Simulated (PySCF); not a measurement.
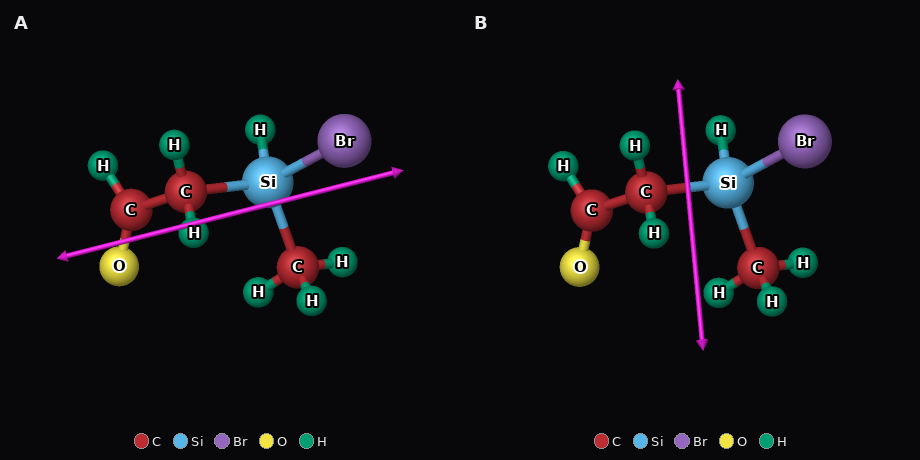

The double arrows show the directions of two transition dipoles from the ground state (lengths mean nothing). The geometry was computed by an optimisation with GFN2-xTB. No frequency run is at hand to confirm it as a minimum. Level of theory: TDDFT PBE0/def2-SVPD, vertical, gas phase, core orbitals frozen in the response (PySCF 2.14.0).

> One belongs to singlet state 3 and one to singlet state 7. Which is which?

A: state 3, 6.12 eV (203 nm), oscillator strength 0.049, mainly HOMO−2 → LUMO (weight 0.84).
B: state 7, 7.43 eV (167 nm), oscillator strength 0.028, mainly HOMO−1 → LUMO+1 (weight 0.87).

The geometry is semi-empirical. Around Br, Si such bond lengths and angles can be off by a tenth of an ångström or more and by several degrees, and values that hang on the shape move with them.
